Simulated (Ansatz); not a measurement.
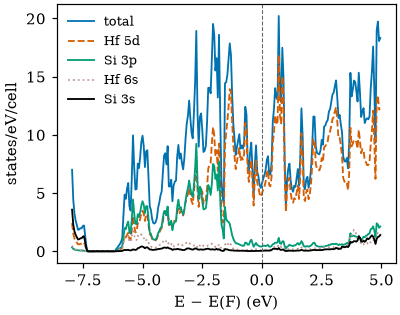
*Total and projected density of states of Hf₅Si₃ in space group P6_3/mcm (No. 193; Hf on 6g, Hf on 4d, Si on 6g), r²SCAN in the plane-wave PAW code Ansatz*

Which orbitals carry the states next to the Fermi level?

Within 0.5 eV of the Fermi level: Hf 5d 85 %, Si 3p 7 %. Projections are on Löwdin-orthogonalised atomic valence shells; empty p or d shells of many metals are not among them.

Where is the tallest occupied peak in this window, and what makes it?

Near -2.0 eV, about 20 states/eV per cell; the largest projected share is Hf 5d.

The first step of the workflow began from a Materials Project structure, measured or hypothetical; the Crystallography Open Database copy checked does not list it. Whether it is the stable phase at ambient conditions was not checked. The r²SCAN relaxation kept the symmetry of its start; whether a distortion lowers the energy is not shown. No spin polarisation was allowed. Scalar-relativistic: spin–orbit coupling is off unless named, which matters more the heavier the elements.

Potentials: the later of the program's two PAW sets.
